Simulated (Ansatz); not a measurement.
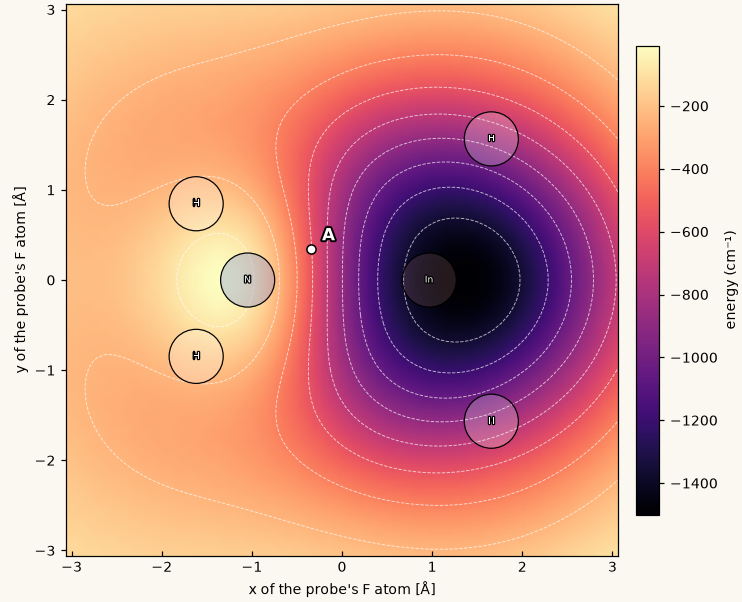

H₄InN (SMILES [NH2][InH2]) with the probe HF. The probe is moved over a plane parallel to the molecule's main plane, 2.70 Å above it. First axis: x of the probe's F atom. Second axis: y of the probe's F atom. Nothing is relaxed (molecule and probe rigid, the probe upright with F nearest the plane). The scan uses a 19 × 19 grid; 190 points were computed and 171 follow by symmetry. Energies: cm⁻¹, counted from molecule and probe far apart, each relaxed in its own basis (no counterpoise correction). Level of theory: RKS SPW92 (LDA)/def2-SVPD in Ansatz 0.2.0.

In the figure: a smooth colour map with a few white contour lines, labelled circles for the molecule's atoms, projected on the plane, the point A. Between grid points the surface is interpolated.

Question: Which way does the force act at A, and how strong is it?

Answer: A, at x of the probe's F atom = −0.34 Å, y of the probe's F atom = 0.34 Å, is not a stationary point. The computed force is 0.11 eV/Å in the plane, pointing right in the picture (components 0.11 and 0.01 eV/Å).
